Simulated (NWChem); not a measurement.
# C2H5BClF (SMILES BC(F)CCl): levels of theory compared

Wanted: a comparison of 6 runs (HF/def2-SVP, B3LYP/6-31G*, B3LYP/def2-SVP, M06-2X/def2-SVP, PBE0/def2-SVP, MP2/def2-SVP) of C2H5BClF. 

The results are computed with NWChem 7.3.0.

3 further runs of the same task are left out: 1 that didn't finish, 2 set aside as unsound or not needed. Runs told in other sessions of the task aren't counted.

## (1) The molecule

C2H5BClF has 10 atoms, charge 0, and is taken as a singlet. As SMILES, `BC(F)CCl`. One bond was lengthened or shortened from a relaxed shape.

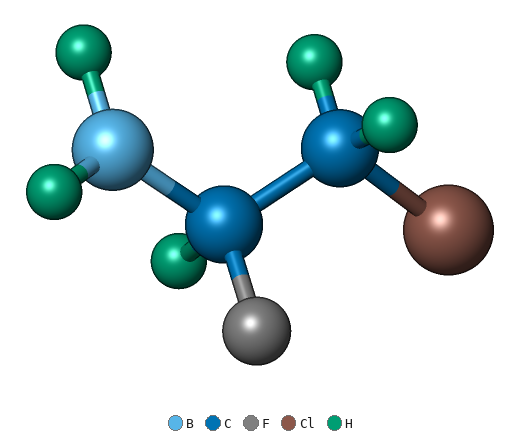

The structure, seen from a chosen angle (boron blue, carbon blue, fluorine grey, chlorine brown, hydrogen teal).

## (2) The energy at HF/def2-SVP (run 1)

c2h5bclf.xyz

```xyz
10
C2H5BClF
B     -1.391646    -0.629284    -0.162451
C      0.096454    -0.414384     0.245249
F      0.437854    -0.997884     1.454749
C      0.572854     1.017316     0.218749
Cl     2.346254     1.150216     0.325049
H     -2.092746    -1.368384     0.455649
H     -1.789846    -0.089884    -1.151851
H      0.728500    -1.046200    -0.665100
H      0.166054     1.574216     1.062449
H      0.267354     1.495216    -0.710951
```

run.py

```python
from ase.io import read
from ase.calculators.nwchem import NWChem

system = read('c2h5bclf.xyz')

calc = NWChem(
    label='c2h5bclf',
    theory='scf',
    memory='2200 mb',
    basis='def2-SVP',
    basispar='spherical bse',
    scf={'nopen': '0', 'rhf': None, 'thresh': '1e-08', 'maxiter': '80'},
    task='energy',
)
system.calc = calc

print(f"energy = {system.get_potential_energy():.6f} eV")
print("dipole (e A):", system.get_dipole_moment().round(4))
```

Run with:

```bash
$ export ASE_NWCHEM_COMMAND="nwchem PREFIX.nwi > PREFIX.nwo"
$ python run.py
```

Log:

```text
energy = -18011.739717 eV
dipole (e A): [-0.4787  0.1568 -0.3568]
```

The calculator wrote c2h5bclf.nwi:

```
title "c2h5bclf"

permanent_dir c2h5bclf

scratch_dir c2h5bclf

start c2h5bclf

geometry units angstrom nocenter noautosym noautoz
  B  -1.3916459999999999e+00 -6.2928399999999995e-01 -1.6245100000000001e-01
  C  9.6453999999999998e-02 -4.1438399999999997e-01 2.4524899999999999e-01
  F  4.3785400000000002e-01 -9.9788399999999999e-01 1.4547490000000001e+00
  C  5.7285399999999997e-01 1.0173160000000001e+00 2.1874900000000000e-01
  Cl 2.3462540000000001e+00 1.1502159999999999e+00 3.2504899999999998e-01
  H  -2.0927460000000000e+00 -1.3683840000000000e+00 4.5564900000000003e-01
  H  -1.7898460000000000e+00 -8.9884000000000006e-02 -1.1518510000000000e+00
  H  7.2850000000000004e-01 -1.0462000000000000e+00 -6.6510000000000002e-01
  H  1.6605400000000001e-01 1.5742160000000001e+00 1.0624490000000000e+00
  H  2.6735399999999998e-01 1.4952160000000001e+00 -7.1095100000000000e-01
end

memory 2200 mb

basis spherical bse noprint
   * library def2-SVP
end

scf
  nopen 0
  rhf
  thresh 1e-08
  maxiter 80
end

task scf energy
```

c2h5bclf.nwo:

```text
Northwest Computational Chemistry Package (NWChem) 7.3.0
             --------------------------------------------------------

           Job information
           ---------------

    nwchem branch   = 7.3.0
    use scalapack   = T
    input           = c2h5bclf.nwi
    prefix          = c2h5bclf.
    data base       = c2h5bclf/c2h5bclf.db
    status          = startup
    nproc           =        1

           Memory information
           ------------------

[... 5 lines left out ...]
    hardfail = no
[... 137 lines left out ...]
         Quadratically convergent ROHF
[... 15 lines left out ...]
       Final RHF  results
[... 4 lines left out ...]
      Two-electron energy =    456.366446684916
[... 43 lines left out ...]
                       ROHF Final Molecular Orbital Analysis
[... 240 lines left out ...]
       Multipole analysis of the density wrt the origin
       ------------------------------------------------

     L   x y z        total         open         nuclear
     -   - - -        -----         ----         -------
     0   0 0 0     -0.000000      0.000000     48.000000

     1   1 0 0     -0.904664      0.000000     72.119385
[... 8 lines of this table left out ...]
     2   0 0 2    -29.535865      0.000000     90.111320

 Task  times  cpu:       11.7s     wall:       11.7s
 Total times  cpu:       11.7s     wall:       11.7s
```

It took 13 s on 1 thread of Intel Xeon 6975P-C (Granite Rapids), shared host; peak memory 0.097 GiB.

## (3) The energy at B3LYP/6-31G(d) (spherical functions) (run 2)

nw.nw

```
start nw
title "C2H5BClF B3LYP"
memory stack 880 mb heap 220 mb global 1100 mb
geometry noautosym nocenter noautoz
  B    -1.391646   -0.629284   -0.162451
  C     0.096454   -0.414384    0.245249
  F     0.437854   -0.997884    1.454749
  C     0.572854    1.017316    0.218749
  Cl    2.346254    1.150216    0.325049
  H    -2.092746   -1.368384    0.455649
  H    -1.789846   -0.089884   -1.151851
  H     0.728500   -1.046200   -0.665100
  H     0.166054    1.574216    1.062449
  H     0.267354    1.495216   -0.710951
end
basis spherical bse
  * library 6-31G*
end
dft
  xc b3lyp
  grid xfine
  convergence energy 1e-08
  iterations 100
  mulliken
  print low
end
task dft
```

Run with:

```bash
$ nwchem nw.nw > nw.out
```

Log:

```text
[...]
 d= 0,ls=0.0,diis     1   -663.9605600319 -8.72D+02  1.59D-02  7.80D-01     3.3
[...]
 d= 0,ls=0.0,diis    10   -664.0582803306 -6.53D-10  2.58D-07  5.89D-10    28.6
         Total DFT energy =     -664.058280330570
      One electron energy =    -1327.335406367557
           Coulomb energy =      510.732635766073
    Exchange-Corr. energy =      -55.520256987697
 Nuclear repulsion energy =      208.064747258612
[...]
      Total Density - Mulliken Population Analysis
     ---------------------------------------------
    Atom       Charge   Shell Charges
 -----------   ------   -------------------------------------------------------
    1 B    5     4.92   2.00  0.60  1.41  0.48  0.40  0.04
    2 C    6     5.80   2.00  0.68  1.96  0.49  0.60  0.06
    3 F    9     9.34   2.00  0.93  3.31  1.05  2.04  0.02
    4 C    6     6.41   2.00  0.68  2.06  0.67  0.96  0.05
    5 Cl  17    17.06   2.00  2.00  5.97  1.41  3.60  0.53  1.52  0.03
    6 H    1     0.99   0.52  0.47
    7 H    1     1.01   0.52  0.49
    8 H    1     0.88   0.47  0.40
    9 H    1     0.79   0.53  0.27
   10 H    1     0.80   0.53  0.27
[...]
```

It took 29 s on 1 thread of Intel Xeon 6975P-C (Granite Rapids), shared host; peak memory 0.14 GiB.

Run 3 isn't shown in full; the table further down has it.

## (4) A single-point energy at M06-2X/def2-SVP (run 4)

input.nw

```
echo
start input
memory 2200 mb
geometry noautosym nocenter noautoz
  B       -1.391646      -0.629284      -0.162451
  C        0.096454      -0.414384       0.245249
  F        0.437854      -0.997884       1.454749
  C        0.572854       1.017316       0.218749
  Cl       2.346254       1.150216       0.325049
  H       -2.092746      -1.368384       0.455649
  H       -1.789846      -0.089884      -1.151851
  H        0.728500      -1.046200      -0.665100
  H        0.166054       1.574216       1.062449
  H        0.267354       1.495216      -0.710951
end
basis spherical bse
  B library def2-SVP
  C library def2-SVP
  F library def2-SVP
  Cl library def2-SVP
  H library def2-SVP
end
dft
  xc m06-2x
  grid fine
  convergence energy 1e-08
  iterations 100
  mulliken
  print low
end
task dft energy
```

Run with:

```bash
$ nwchem input.nw > input.out
```

Log:

```text
[...]
 d= 0,ls=0.0,diis     1   -663.5845993514 -8.72D+02  1.05D-02  5.66D-01     2.0
[...]
 d= 0,ls=0.0,diis    10   -663.6631759650 -1.08D-09  4.15D-07  6.28D-10    18.3
         Total DFT energy =     -663.663175964955
      One electron energy =    -1326.774058472575
           Coulomb energy =      510.390694121684
    Exchange-Corr. energy =      -55.344558872676
 Nuclear repulsion energy =      208.064747258612
[...]
      Total Density - Mulliken Population Analysis
     ---------------------------------------------
    Atom       Charge   Shell Charges
 -----------   ------   -------------------------------------------------------
    1 B    5     4.94   1.99  0.85  0.20  1.49  0.37  0.04
    2 C    6     5.85   1.99  0.92  0.20  1.98  0.69  0.06
    3 F    9     9.28   1.99  1.12  0.81  3.33  2.01  0.01
    4 C    6     6.05   1.99  0.91  0.20  2.06  0.86  0.04
    5 Cl  17    17.16   2.00  1.99  1.23  0.74  5.94  2.13  3.10  0.03
    6 H    1     1.00   0.75  0.24  0.01
    7 H    1     1.01   0.75  0.26  0.01
    8 H    1     0.91   0.67  0.22  0.02
    9 H    1     0.90   0.74  0.14  0.02
   10 H    1     0.90   0.74  0.14  0.02
[...]
```

Wall time 19 s (1 thread of Intel Xeon 6975P-C (Granite Rapids), shared host); peak memory 0.12 GiB.

Run 5 isn't shown in full; the table further down has it.

## (5) The energy at MP2/def2-SVP (run 6)

run.py

```python
from ase import Atoms
from ase.calculators.nwchem import NWChem

atoms = Atoms(['B', 'C', 'F', 'C', 'Cl', 'H', 'H', 'H', 'H', 'H'], positions=[
    [-1.391646, -0.629284, -0.162451],
    [0.096454, -0.414384, 0.245249],
    [0.437854, -0.997884, 1.454749],
    [0.572854, 1.017316, 0.218749],
    [2.346254, 1.150216, 0.325049],
    [-2.092746, -1.368384, 0.455649],
    [-1.789846, -0.089884, -1.151851],
    [0.728500, -1.046200, -0.665100],
    [0.166054, 1.574216, 1.062449],
    [0.267354, 1.495216, -0.710951],
])

calc = NWChem(
    label='c2h5bclf',
    theory='mp2',
    memory='2200 mb',
    basis='def2-SVP',
    basispar='spherical bse',
    scf={'nopen': '0', 'rhf': None, 'thresh': '1e-08', 'maxiter': '80'},
    mp2={'freeze': 'core 9', 'tight': None},
    task='energy',
)
atoms.calc = calc

e = atoms.get_potential_energy()
print(f"E = {e:.6f} eV")
```

Run with:

```bash
$ export ASE_NWCHEM_COMMAND="nwchem PREFIX.nwi > PREFIX.nwo"
$ python run.py
```

Log:

```text
E = -18030.163214 eV
```

The calculator wrote c2h5bclf.nwi:

```
title "c2h5bclf"

permanent_dir c2h5bclf

scratch_dir c2h5bclf

start c2h5bclf

geometry units angstrom nocenter noautosym noautoz
  B  -1.3916459999999999e+00 -6.2928399999999995e-01 -1.6245100000000001e-01
  C  9.6453999999999998e-02 -4.1438399999999997e-01 2.4524899999999999e-01
  F  4.3785400000000002e-01 -9.9788399999999999e-01 1.4547490000000001e+00
  C  5.7285399999999997e-01 1.0173160000000001e+00 2.1874900000000000e-01
  Cl 2.3462540000000001e+00 1.1502159999999999e+00 3.2504899999999998e-01
  H  -2.0927460000000000e+00 -1.3683840000000000e+00 4.5564900000000003e-01
  H  -1.7898460000000000e+00 -8.9884000000000006e-02 -1.1518510000000000e+00
  H  7.2850000000000004e-01 -1.0462000000000000e+00 -6.6510000000000002e-01
  H  1.6605400000000001e-01 1.5742160000000001e+00 1.0624490000000000e+00
  H  2.6735399999999998e-01 1.4952160000000001e+00 -7.1095100000000000e-01
end

memory 2200 mb

basis spherical bse noprint
   * library def2-SVP
end

scf
  nopen 0
  rhf
  thresh 1e-08
  maxiter 80
end
mp2
  freeze core 9
  tight
end

task mp2 energy
```

c2h5bclf.nwo:

```text
Northwest Computational Chemistry Package (NWChem) 7.3.0
             --------------------------------------------------------

           Job information
           ---------------

    nwchem branch   = 7.3.0
    use scalapack   = T
    input           = c2h5bclf.nwi
    prefix          = c2h5bclf.
    data base       = c2h5bclf/c2h5bclf.db
    status          = startup
    nproc           =        1

           Memory information
           ------------------

[... 5 lines left out ...]
    hardfail = no
[... 137 lines left out ...]
         Quadratically convergent ROHF
[... 15 lines left out ...]
       Final RHF  results
[... 4 lines left out ...]
      Two-electron energy =    456.366446684916
[... 43 lines left out ...]
                       ROHF Final Molecular Orbital Analysis
[... 291 lines left out ...]
          ---------------------------------------------------
                    Spin Component Scaled (SCS) MP2
          Same spin pairs                     -0.164110698689
          Same spin scaling factor             0.333333333333
          Opposite spin pairs                 -0.512940334113
          Opposite spin scaling fact.          1.200000000000
          SCS-MP2 correlation energy          -0.670231967165
          Total SCS-MP2 energy              -662.589463150737
          ---------------------------------------------------

 -----------------------
 Task  times  cpu:       13.5s     wall:       13.5s
 Total times  cpu:       13.6s     wall:       13.6s
```

Wall time 15 s (1 thread of Intel Xeon 6975P-C (Granite Rapids), shared host); peak memory 0.3 GiB.

## (6) The series

```tsv
run	level	iteration cap	module	energy (Eh)	wall time
1	HF/def2-SVP	80	scf	-661.919231	13 s
2	B3LYP/6-31G* (spherical functions)	100	dft	-664.058280	29 s
3	B3LYP/def2-SVP	100	dft	-663.782981	16 s
4	M06-2X/def2-SVP	100	dft	-663.663176	19 s
5	PBE0/def2-SVP	100	dft	-663.384635	13 s
6	MP2/def2-SVP	80	mp2	-662.596282	15 s
```

## (7) Outcome

| quantity | value |
| --- | --- |
| run 6: total energy | -662.59628 Eh |
| run 6: HOMO energy (Hartree–Fock orbitals) | -11.81 eV |
| run 6: LUMO energy (Hartree–Fock orbitals) | 1.59 eV |
| run 6: HOMO–LUMO gap (Hartree–Fock orbitals) | 13.41 eV |
| run 6: correlation energy (9 core orbitals frozen) | -677.1 mEh |

Totals of different functionals can't be ranked against each other. All runs together took 1.7 min, the longest 29 s.
